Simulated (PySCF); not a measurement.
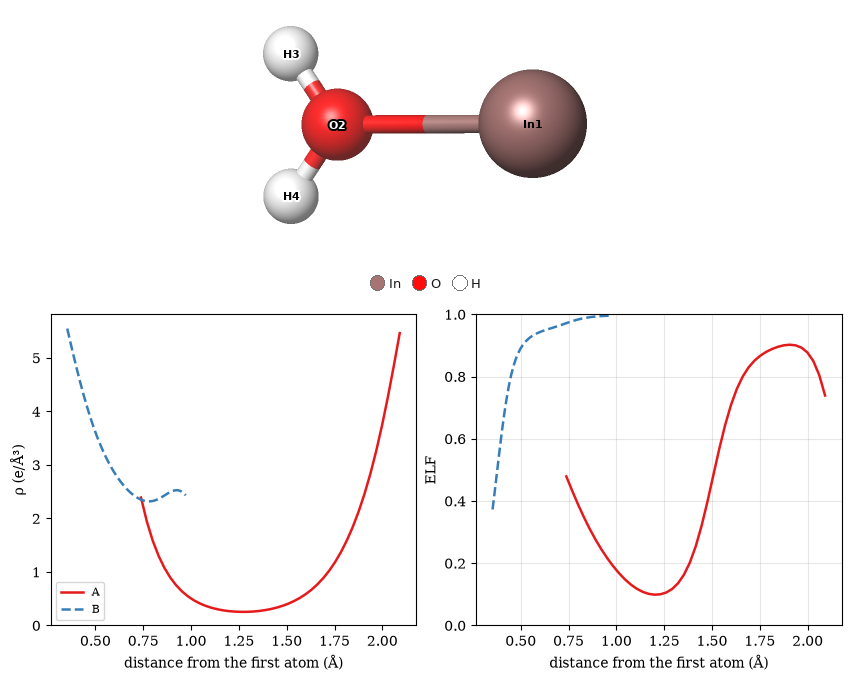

Figure. H2InO (SMILES [OH2+][In]) (charge +1). Electron density and electron localisation function along straight lines between neighbouring atoms. The curves leave out the atomic cores. The structure is drawn too.

Geometry: B3LYP-D3(BJ)/def2-SVP; core potentials replace the inner electrons of In.

Theory: PySCF, Gaussian-basis quantum chemistry of an isolated molecule with PySCF, energy and nuclear gradient, functional PBE0.

```yaml
atoms:
  - { symbol: In, position_ang: [1.2026, -0.9460, -0.4793] }
  - { symbol: O, position_ang: [-0.5653, 0.7555, -0.6541] }
  - { symbol: H, position_ang: [-0.4940, 1.7035, -0.4514] }
  - { symbol: H, position_ang: [-1.4843, 0.6191, -0.9399] }
```

Which curve belongs to which contact (In–O and O–H)? The first atom named is at distance zero.

Answer. Curve A: In–O (2.46 Å): ρ is about 0.26 e/Å³ halfway; the ELF is about 0.10 at the midpoint. Curve B: O–H (0.97 Å): the density is about 3.8 e/Å³ at the midpoint; the ELF climbs to about 1 towards the hydrogen, as it does in any bond to H: a covalent bond by its length.
